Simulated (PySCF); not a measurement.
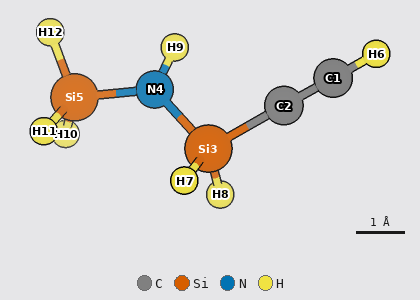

**Figure 1.** The input geometry of run 1 (ball-and-stick view, seen at a tilt; atoms are numbered from 1 in the order of the input).

**Two runs on C2H7NSi2**

System: C2H7NSi2.
Method of run 1: GIAO PBE0/pcSseg-1 NMR shielding, non-relativistic, gas phase (PySCF 2.14.0).

The geometry comes from this level: GFN2-xTB. Text and figures count atoms from 1; the logs count them from 0 in places.

### Input file, run 1
```
{"job": {"kind": "nmr", "xc": "PBE0", "basis": "pcSseg-1", "pop": false, "scf": {"damp": 0.1}, "grid": 4}, "charge": 0, "multiplicity": 1}
C      3.276714    -0.440355     0.793178
C      2.138871    -0.634419     0.458607
Si     0.392322    -0.939901    -0.076524
N     -0.460070     0.519643     0.314239
Si    -2.148312     0.856959     0.146056
H      4.272223    -0.268625     1.089461
H     -0.195860    -2.048798     0.679832
H      0.383438    -1.212735    -1.521477
H      0.126380     1.321151     0.481424
H     -2.543100     0.898183    -1.267794
H     -2.882455    -0.212280     0.822655
H     -2.358951     2.160493     0.774965
```

The first line tells a small driver script what to run in PySCF; the rest is the geometry in Å.

Launched with:
```bash
OMP_NUM_THREADS=1 python <driver script> task.json out
```

Hardware: 1 CPU thread, shared host.

### Output (run 1)
```
damping 0.10 in the first 6 cycles
final grid: 252888 points
cycle   1  E = -713.6229839977  dE =  3.067e-01  |g| = 5.188e-01  |ddm| = 3.192e+00
cycle   2  E = -713.6120947933  dE =  1.089e-02  |g| = 5.609e-01  |ddm| = 9.913e-01
cycle   3  E = -713.5694757835  dE =  4.262e-02  |g| = 7.339e-01  |ddm| = 1.006e+00
cycle   4  E = -713.4312262507  dE =  1.382e-01  |g| = 1.021e+00  |ddm| = 1.473e+00
cycle   5  E = -713.1216432110  dE =  3.096e-01  |g| = 1.559e+00  |ddm| = 1.931e+00
cycle   6  E = -709.2090139068  dE =  3.913e+00  |g| = 3.335e+00  |ddm| = 1.405e+01
cycle   7  E = -698.5704005938  dE =  1.064e+01  |g| = 6.708e+00  |ddm| = 1.510e+01
cycle   8  E = -712.2662010175  dE = -1.370e+01  |g| = 2.287e+00  |ddm| = 5.614e+00
cycle   9  E = -713.3572141560  dE = -1.091e+00  |g| = 1.068e+00  |ddm| = 2.515e+00
cycle  10  E = -713.6067569215  dE = -2.495e-01  |g| = 4.916e-01  |ddm| = 1.026e+00
cycle  11  E = -713.6734200976  dE = -6.666e-02  |g| = 2.144e-01  |ddm| = 5.125e-01
cycle  12  E = -713.6826805476  dE = -9.260e-03  |g| = 5.696e-02  |ddm| = 2.289e-01
cycle  13  E = -713.6836032304  dE = -9.227e-04  |g| = 7.829e-03  |ddm| = 5.925e-02
cycle  14  E = -713.6836198582  dE = -1.663e-05  |g| = 1.469e-03  |ddm| = 1.137e-02
cycle  15  E = -713.6836203220  dE = -4.638e-07  |g| = 5.638e-04  |ddm| = 1.885e-03
cycle  16  E = -713.6836204050  dE = -8.299e-08  |g| = 1.436e-04  |ddm| = 5.618e-04
cycle  17  E = -713.6836204102  dE = -5.225e-09  |g| = 1.496e-05  |ddm| = 1.463e-04
cycle  18  E = -713.6836204103  dE = -7.901e-11  |g| = 3.773e-06  |ddm| = 2.733e-05
converged SCF energy = -713.6836204103

GIAO shielding tensors (ppm)
atom      isotropic    diamagn.    paramagn.     s11        s22        s33       span
  0 C       84.207     260.393    -176.186     -1.570      3.793    250.399    251.969
  1 C       98.701     259.344    -160.644     -2.545      9.263    289.385    291.930
  2 Si     405.881     879.929    -474.047    362.800    398.456    456.388     93.588
  3 N      269.445     325.736     -56.291    237.885    270.606    299.843     61.958
  4 Si     406.359     879.064    -472.705    360.713    389.454    468.909    108.195
  5 H       29.793      32.947      -3.153     24.794     24.851     39.734     14.940
  6 H       26.675      28.716      -2.041     23.474     25.041     31.511      8.037
  7 H       26.603      28.835      -2.232     23.078     24.943     31.789      8.711
  8 H       31.950      33.818      -1.868     22.269     30.280     43.300     21.032
  9 H       26.929      28.590      -1.661     23.098     25.191     32.499      9.402
 10 H       27.001      28.696      -1.695     23.428     25.568     32.006      8.578
 11 H       26.984      28.433      -1.449     23.546     25.296     32.111      8.565
```

For run 2 the input was changed thus:
```diff
-"basis": "pcSseg-1"
+"basis": "6-31G*"
-"scf": {"damp": 0.1}
-"grid": 4
+"scf": {"conv": 1e-11}
```

How does run 2 compare with run 1?

The total energy of run 2 is 8.3 kcal/mol higher, which measures the change of basis and not a stability. The HOMO goes from −7.44 to −7.21 eV. The LUMO goes from −0.32 to −0.03 eV. The dipole moment goes from 0.96 to 1.06 D. Of all shieldings, the largest change is that of Si3, by +44.4 ppm. The SCF takes 11 iterations against 18. The basis functions go from 134 to 92.

### Output (run 2)
```
final grid: 94864 points
cycle   1  E = -713.6087193670  dE =  3.196e-01  |g| = 5.079e-01  |ddm| = 3.183e+00
cycle   2  E = -713.5707380583  dE =  3.798e-02  |g| = 6.429e-01  |ddm| = 1.033e+00
cycle   3  E = -713.6669988260  dE = -9.626e-02  |g| = 1.134e-01  |ddm| = 6.225e-01
cycle   4  E = -713.6697762284  dE = -2.777e-03  |g| = 4.754e-02  |ddm| = 1.248e-01
cycle   5  E = -713.6702750195  dE = -4.988e-04  |g| = 2.099e-02  |ddm| = 4.878e-02
cycle   6  E = -713.6703872502  dE = -1.122e-04  |g| = 1.841e-03  |ddm| = 1.774e-02
cycle   7  E = -713.6703883037  dE = -1.054e-06  |g| = 2.604e-04  |ddm| = 2.538e-03
cycle   8  E = -713.6703883234  dE = -1.970e-08  |g| = 3.857e-05  |ddm| = 3.400e-04
cycle   9  E = -713.6703883239  dE = -4.944e-10  |g| = 8.979e-06  |ddm| = 6.639e-05
cycle  10  E = -713.6703883239  dE = -2.399e-11  |g| = 1.119e-06  |ddm| = 1.455e-05
cycle  11  E = -713.6703883239  dE = -3.411e-12  |g| = 2.073e-07  |ddm| = 2.181e-06
converged SCF energy = -713.6703883239

GIAO shielding tensors (ppm)
atom      isotropic    diamagn.    paramagn.     s11        s22        s33       span
  0 C      105.781     270.755    -164.974     29.508     34.411    253.425    223.917
  1 C      119.620     257.700    -138.080     30.407     40.606    287.845    257.438
  2 Si     450.247     883.728    -433.480    414.229    442.721    493.792     79.563
  3 N      271.945     322.259     -50.314    242.003    271.602    302.229     60.226
  4 Si     445.047     881.955    -436.909    407.445    429.663    498.033     90.587
  5 H       30.540      30.326       0.213     25.887     25.962     39.770     13.883
  6 H       27.102      29.983      -2.882     23.774     25.504     32.027      8.254
  7 H       27.088      30.151      -3.063     23.413     25.542     32.309      8.895
  8 H       33.213      32.291       0.922     23.611     31.432     44.595     20.984
  9 H       27.369      29.620      -2.251     23.453     25.712     32.943      9.490
 10 H       27.372      29.755      -2.382     23.801     25.855     32.461      8.659
 11 H       27.475      29.427      -1.952     24.018     25.776     32.630      8.611
```

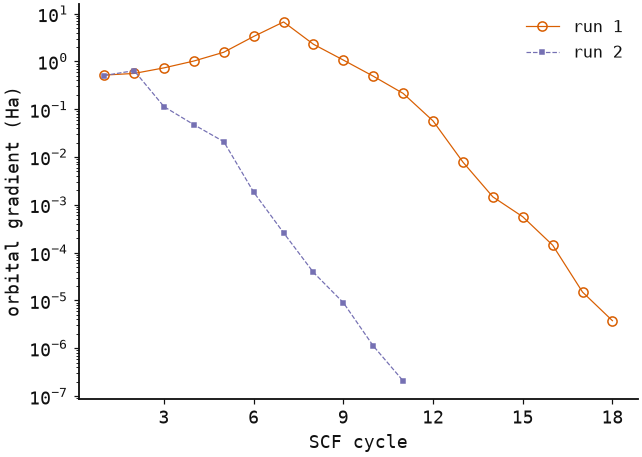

**Figure 2.** Convergence of the two runs: orbital gradient against the SCF cycle. Run 1 takes 18 cycles in all, and run 2 takes 11.

### The two runs side by side

| quantity | run 1 | run 2 |
| --- | --- | --- |
| outcome | converged | converged |
| total energy (hartree) | −713.683620 | −713.670388 |
| HOMO (eV) | −7.44 | −7.21 |
| LUMO (eV) | −0.32 | −0.03 |
| dipole moment (D) | 0.96 | 1.06 |
| shielding of C1 (ppm) | 84.2 | 105.8 |
| shielding of C2 (ppm) | 98.7 | 119.6 |
| shielding of Si3 (ppm) | 405.9 | 450.2 |
| shielding of N4 (ppm) | 269.4 | 271.9 |
| shielding of Si5 (ppm) | 406.4 | 445.0 |
| shielding of H6 (ppm) | 29.8 | 30.5 |
| shielding of H9 (ppm) | 31.9 | 33.2 |
| SCF iterations | 18 | 11 |
| basis functions | 134 | 92 |
| wall time (shared host) | 30 s | 5.9 s |
